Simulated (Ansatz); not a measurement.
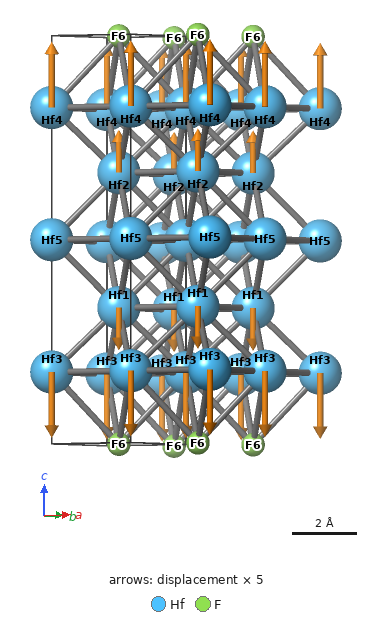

This is a relaxation of a crystal of Hf₅F (a generated structure, set up in P4/mmm) (coarse preliminary run). The starting structure is drawn; orange arrows show the displacements (the part carried along by the change of the cell is left out), magnified 5 times.

Style: ball-and-stick. Shown: the cell of the calculation, repeated 2 × 2 × 1 with one cell outlined, from a free direction.

Theory: DFT PBE, scalar-relativistic, plane waves, PAW in Ansatz.

The input:
```yaml
crystal:
  lattice:
    - [3.01832237, 0.0, 0.0]
    - [0.0, 3.01832237, 0.0]
    - [0.0, 0.0, 12.78551638]
  atoms:
    - { symbol: Hf, position: [0.5, 0.5, 0.33448228] }
    - { symbol: Hf, position: [0.5, 0.5, 0.66551772] }
    - { symbol: Hf, position: [0.0, 0.0, 0.1759868] }
    - { symbol: Hf, position: [0.0, 0.0, 0.8240132] }
    - { symbol: Hf, position: [0.0, 0.0, 0.5] }
    - { symbol: F, position: [0.5, 0.5, 0.0] }
basis:
  ecutwfc: 420
kpoints:
  mp_grid: { grid: [6, 6, 2] }
hamiltonian:
  xc: pbe
scf:
  occupations: { method: gaussian, width: 0.1 }
  lower_state_search: "off"
output:
  forces: true
  stress: true
  eigenvalues: true
relax:
  adjacent_minimum: "off"
  f_tol: 0.04
  max_steps: 70
  cell: { stress_tol: 0.4 }
```

Run as
```bash
ansatz run input.yaml --threads 1 --pin off --max-ram 2560MiB --backend cpu --events-out ev --progress --plain --runs-dir out
```

Which element moves most?

Answer. Hafnium: up to 0.41 Å, against 0.00 Å for fluorine.

What happened in the run?

Answer. The largest moves relative to the cell, 0.41 Å, are those of Hf3 and Hf4. Hf3 goes along −c. F stays in place. The volume changes by +4.7 %, with a = b 3.018 → 3.108 Å (+3.0 %), c 12.786 → 12.632 Å (−1.2 %). Among the contacts that change: Hf3–F6 3.101 → 2.847 Å, Hf1–Hf5 3.006 → 3.224 Å, Hf1–Hf3 2.943 → 3.072 Å, Hf1–Hf1 3.018 → 3.108 Å. The space group stays P4/mmm (No. 123). The energy falls by 164 meV per atom in 5 accepted moves (6 points after the start). Largest force component: 1.9 eV/Å at the start, 0.018 eV/Å at the end. The pressure goes from 11.43 to −0.03 GPa. At 1 point the geometry stayed and the basis and grid were re-selected for the new cell (energy shift of 1.3 meV per atom at most each time). Cost: 110 s on 1 thread of Arm Neoverse V1, with other jobs on the host, peak memory 0.47 GiB.
